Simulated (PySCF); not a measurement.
**C4H8FNSi2: density, localisation and related maps**

```tsv
atom	x (Å)	y (Å)	z (Å)
N	1.4292	-3.0575	1.2014
C	1.0192	-2.1729	0.6013
C	0.5276	-1.0507	-0.1308
Si	1.5821	0.5512	0.1987
Si	-0.2194	1.9287	-0.3086
C	-1.4383	0.4621	-0.5673
C	-0.9211	-0.7204	0.2394
F	-0.9549	-0.3682	1.5823
H	0.5602	-1.3016	-1.1951
H	2.7323	0.4719	-0.7099
H	2.0834	0.4980	1.5705
H	-0.1614	2.7061	-1.5523
H	-0.7193	2.8004	0.7559
H	-2.4483	0.6964	-0.2332
H	-1.5069	0.1677	-1.6145
H	-1.5719	-1.6024	0.1511
```

Geometry: GFN2-xTB.

Theory: PySCF, wB97X-D/def2-SVPD, SCF density, gas phase.

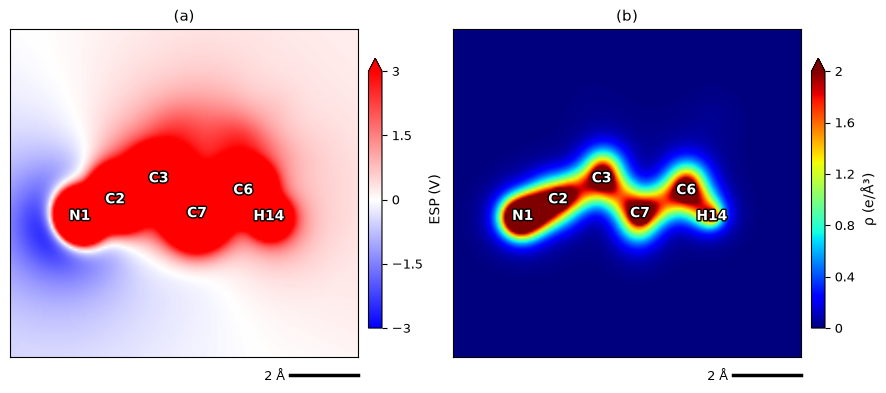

Figure 1. (a) electrostatic potential; (b) electron density on the plane of atoms C7, C6 and H14.

### Interpret the plot.

- The plane passes through N, C and H nuclei.
- C–N (1.14 Å): the density is about 3.6 e/Å³ at the midpoint.
- C–C (1.43 Å): ρ is about 1.9 e/Å³ halfway.
- C–H (1.09 Å): ρ at the midpoint is about 1.9 e/Å³.
- C–C (1.52 Å): ρ at the midpoint is about 1.7 e/Å³.
- Outside the dense part of the molecule the potential is most negative (−2.4 V) near N1.

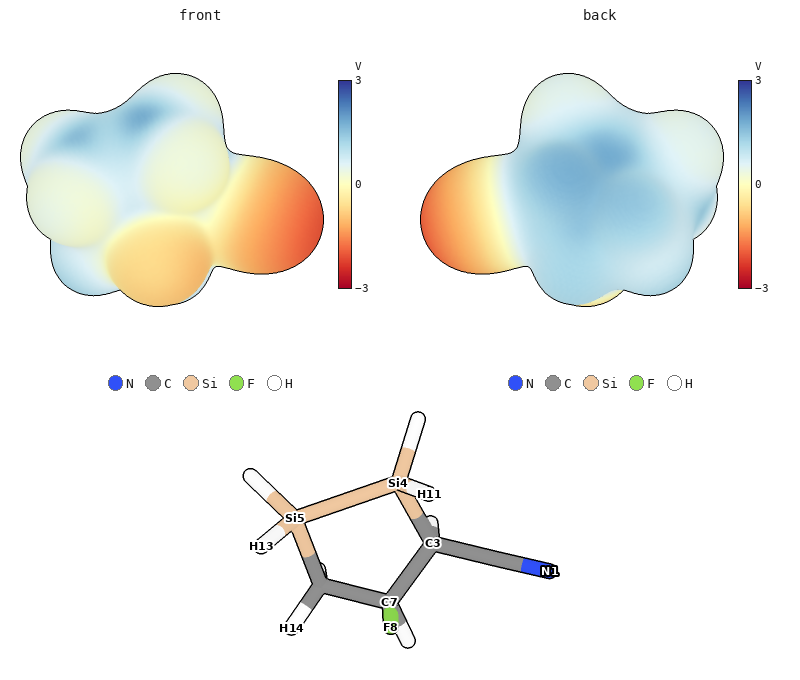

Figure 2. The molecular electrostatic potential painted on the density surface at 0.002 e/bohr³, seen from the front and from behind; the colour scale runs from red (negative) to blue (positive). The bare structure is drawn below in the same view.

### Which sites attract a positive test charge, and which a negative one?

A positive charge is drawn to the negative regions and a negative charge to the positive ones. The most negative region (about −2.0 V) lies over N1, the most positive (about +1.7 V) over Si4, Si5 and H9. N1 is the likeliest acceptor of a hydrogen bond.
